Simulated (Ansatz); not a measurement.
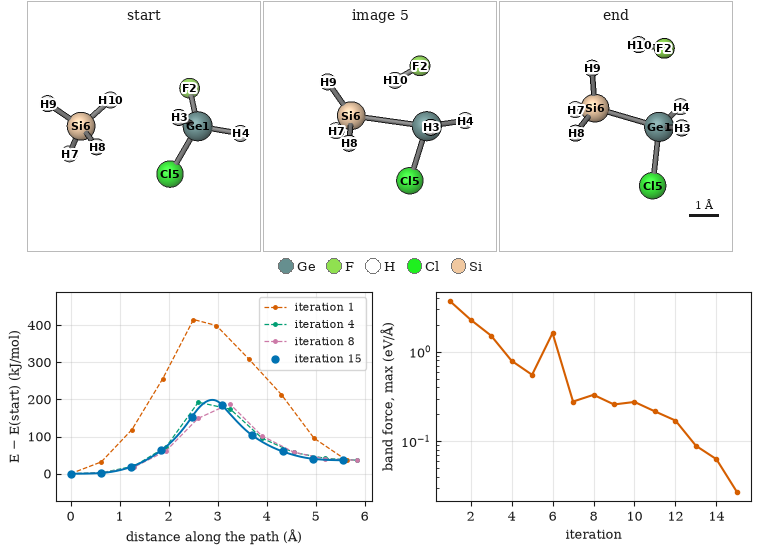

A nudged-elastic-band calculation for GeSiH6ClF, made up at the start of GeH2ClF and SiH4. Images are numbered from 0 (start) to 9 (end). The plot follows the band through its iterations. Style: ball-and-stick. Shown at a tilt.

These are results of RKS PBE0-D4/def2-SVP in Ansatz, not measurements. Settings: 8 movable images; no climbing image; force threshold 0.05 eV/Å; iteration limit 60; starting path through a guess of the saddle point.

Judge this run.

Answer. The run is converged, with reservations. The band converged in 15 iterations. The largest component of the band force went from 3.7 to 0.027 eV/Å. No image climbed, so the highest image needn't lie on the saddle point, and the true maximum along this path can be higher. The first iteration put the highest image at 415.2 kJ/mol. The energy climbs by 185.1 kJ/mol to image 5 and then falls by 148.8 kJ/mol, so the end point sits at +36.3 kJ/mol.

Limits of the set-up: the start holds two separate molecules, 2.9 Å apart at their closest, whose relative position is a soft coordinate.

The run took 4.1 min on 4 threads of Arm Neoverse V1, with other jobs on the host, peak memory 0.32 GiB.
